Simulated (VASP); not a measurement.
Band structure of AgO (space group F-43m). All values below come from PBEsol GGA, VASP's PBE PAW potentials (set 64) (plane waves; VASP 6.6.1).

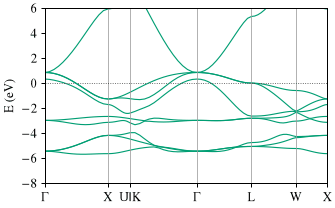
Figure. Bands along high-symmetry lines, zero at the valence-band maximum or, without a gap, the Fermi level

Task: Read the plot: is there a gap, and where are the band edges?

Result: It has no gap at this level: it comes out as a metal or semimetal. (Edges off the drawn lines would not show.)

The structure comes from a measured AgO entry (F-43m) of the Crystallography Open Database, whose conditions weren't checked. It was relaxed first, which changed the volume by +8 %. The electron count is odd and the run is not spin-polarised, which forces a metal.
